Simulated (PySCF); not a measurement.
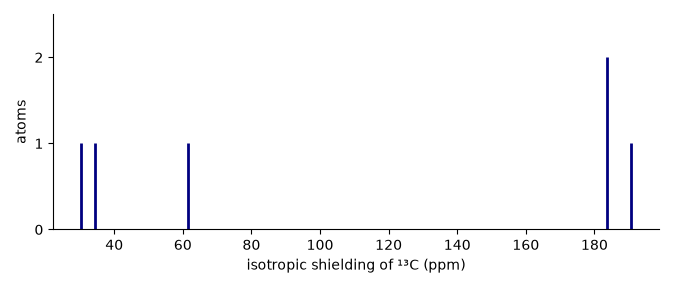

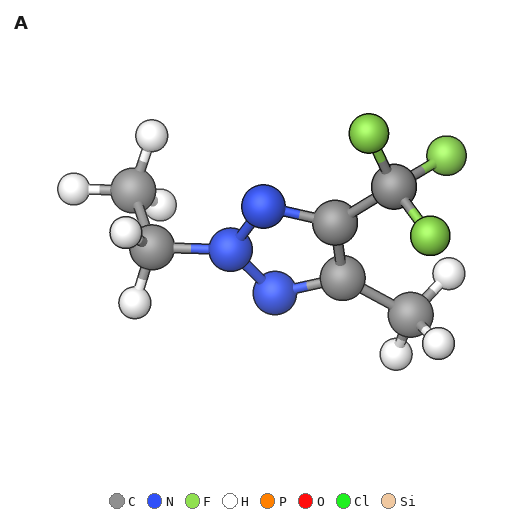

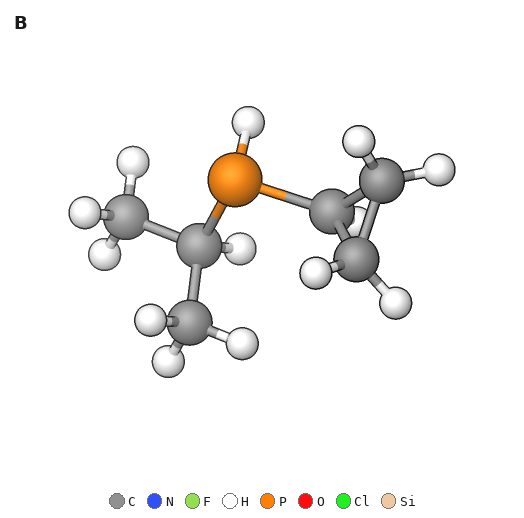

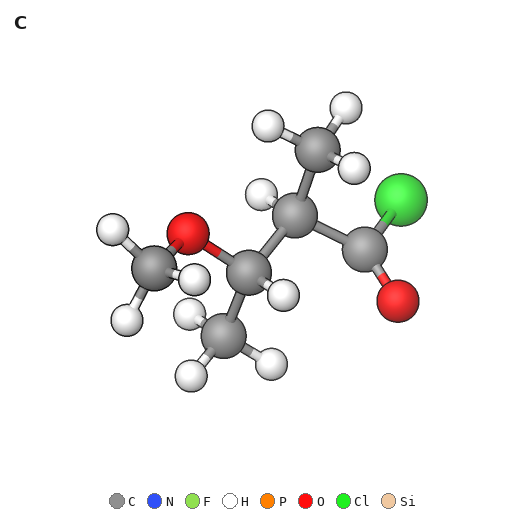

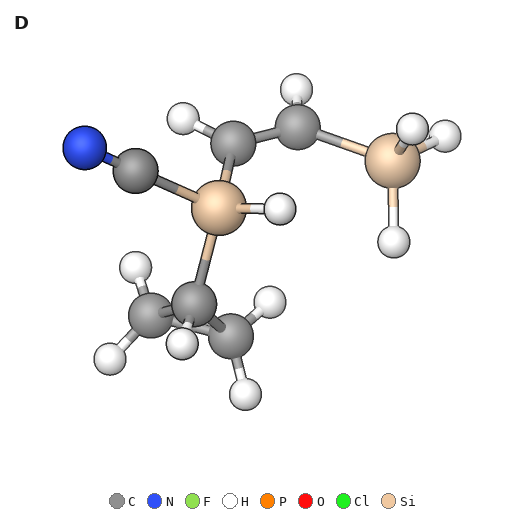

The sticks are computed shieldings of one of the molecules, for one fixed geometry (GFN2-xTB) without averaging over rotations. Low shielding means a high chemical shift. Method: GIAO PBE0/pcSseg-1 NMR shielding, non-relativistic, gas phase (PySCF 2.14.0).

**Match the spectrum to a structure.**

D, `N#C[Si@H](/C=C\[SiH3])C1CC1`. Its 6 C atoms give lines at 30.2, 34.3, 61.5, 183.7 (2 atoms), 190.7 ppm.

The geometry is semi-empirical. Around P, Si such bond lengths and angles can be off by a tenth of an ångström or more and by several degrees, and values that hang on the shape move with them.
